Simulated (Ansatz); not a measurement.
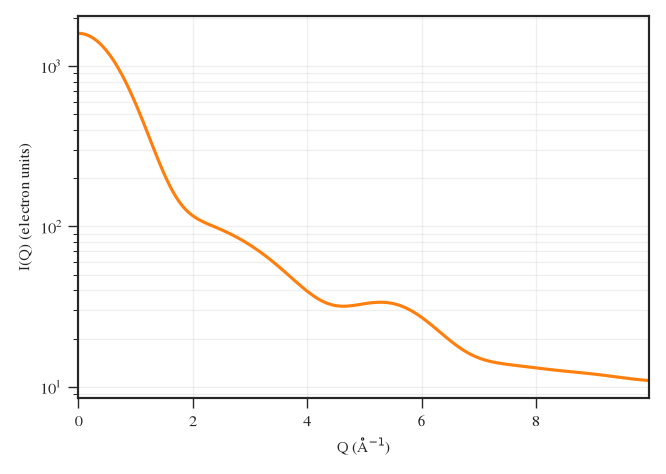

Elastic X-ray scattering of a randomly oriented, rigid molecule, calculated with the Debye equation from neutral-atom form factors (independent atoms, no Compton part, no vibration). The geometry is the end point of an optimisation (Ansatz, RKS B3LYP-D4/6-31G*); it may be a saddle point or a higher isomer. It contains C, N, F, H.

Question: How many electrons does the independent-atom model of the molecule hold?

Answer: I(0) is the square of the electron number: I(0) = 1600, so about 40 electrons, the count of C3H6FN.

Question: What radius of gyration does the initial fall-off give?

Answer: From I(Q) ≈ I(0) exp(−Q²R²/3) at small Q, R ≈ 1.77 Å. It is larger than the electron-weighted radius of the nuclear positions alone (1.60 Å), because each atom's electron cloud adds to it.
